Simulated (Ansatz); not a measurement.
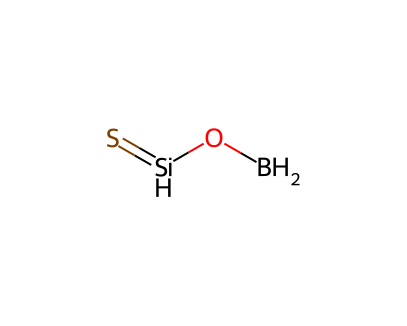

Source: calculation with Ansatz.

Skeletal drawing of a molecule.

> Transcribe the drawing into SMILES.

BO[SiH]=S

> What is the molecular formula?

BH3OSSi.

> An optimisation with PBE0-D4/def2-TZVP gave a structure of which point group?

C1. Other conformers may differ.
